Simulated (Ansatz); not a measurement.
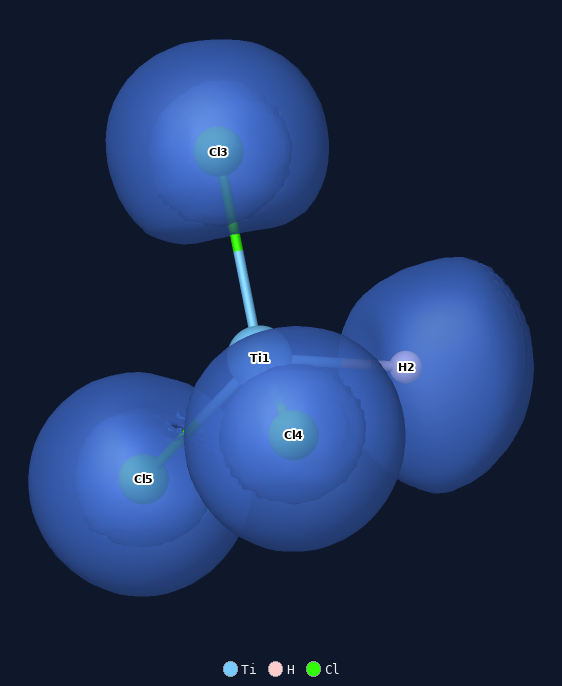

Figure. Cl3HTi (TiHCl3). Isosurface of the electron localisation function at 0.8 (blue), seen at an oblique angle. Only the valence region is drawn (cores and ρ < 0.01 e/Å³ removed).

Geometry: PBE0-D4/def2-SVP.

All numbers below come from RKS PBE0-D4/def2-TZVP in Ansatz 0.2.0.

Input

```
crystal:
  periodic: [false, false, false]
  atoms:
    - {symbol: Ti, position_ang: [-0.000299, 0.000492, -0.053511]}
    - {symbol: H, position_ang: [0.008411, -0.014672, 1.595961]}
    - {symbol: Cl, position_ang: [2.100989, 0.009938, -0.525217]}
    - {symbol: Cl, position_ang: [-1.058974, 1.823964, -0.491846]}
    - {symbol: Cl, position_ang: [-1.050127, -1.819722, -0.525386]}
basis:
  gaussian: {orbitals: def2-TZVP, initial_orbitals: start.molden}
hamiltonian: {xc: pbe0, dispersion: d4}
scf: {omitted_lower_state_checks: [starts]}
output: {orbitals: {seedname: orbitals}}
```

Launched as:

```sh
ansatz run in.yaml --threads 4 --pin off --events-out ev --progress --plain --max-ram 3916MiB
```

Where are the electrons localised?

At this value the surface marks out one region around a hydrogen nucleus and three regions wrapped around Cl (the valence shell of each).

Values along the shortest contacts:
Ti–Cl (2.15 Å): the ELF peaks at about 0.85 in the valence shell of Cl, 0.8 Å from its nucleus, and is about 0.45 at the midpoint. Ti–H (1.65 Å): the ELF climbs to about 1 towards the hydrogen.
